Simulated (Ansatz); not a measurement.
```
atom    x (Å)    y (Å)    z (Å)
   C  -0.2091   1.5391   0.4248
   B   0.0916  -0.0022   0.1788
   C  -1.0456  -0.9582  -0.3872
   P   1.8426  -0.7172   0.5778
   H  -1.0360   1.6425   1.1573
   H  -0.5036   2.0157  -0.5328
   H   0.6948   2.0460   0.8213
   H  -1.9825  -0.3861  -0.5501
   H  -1.2380  -1.7734   0.3403
   H  -0.7141  -1.3960  -1.3512
   H   1.6270  -1.9652  -0.1340
   H   2.4728  -0.0450  -0.5452
```

Not at a stationary point (largest force 0.9 eV/Å).

Level of theory: SCF B3LYP, Gaussian basis (Ansatz 0.2.0).

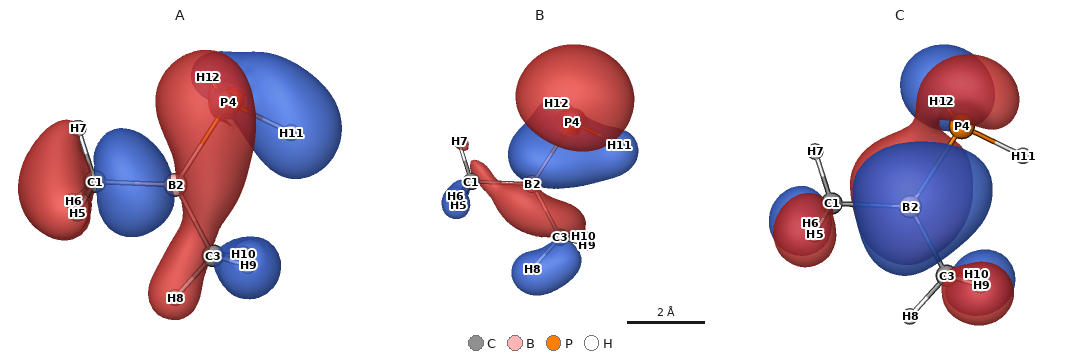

C₂H₈BP (SMILES CB(C)P). Three frontier orbitals at ±0.08 Å⁻³ᐟ² (red and blue are the two phases), in no order.

**Order the three orbitals by energy and name them.**

A is the HOMO−1 (−8.42 eV). It lies mainly on P4 (about 25 %), C1 (about 25 %), B2 (about 20 %) and H11 (about 10 %). B is the HOMO (−7.00 eV). Its weight (Hirshfeld) is mainly on P4 (about 65 %), B2 (about 15 %) and C3 (about 5 %); largely a lone pair of P4. C is the LUMO (−1.24 eV). It lies mainly on B2 (about 45 %), P4 (about 15 %), H12 (about 10 %), C1 (about 10 %) and C3 (about 5 %).

**What is the HOMO–LUMO gap?**

5.76 eV between the orbital energies.
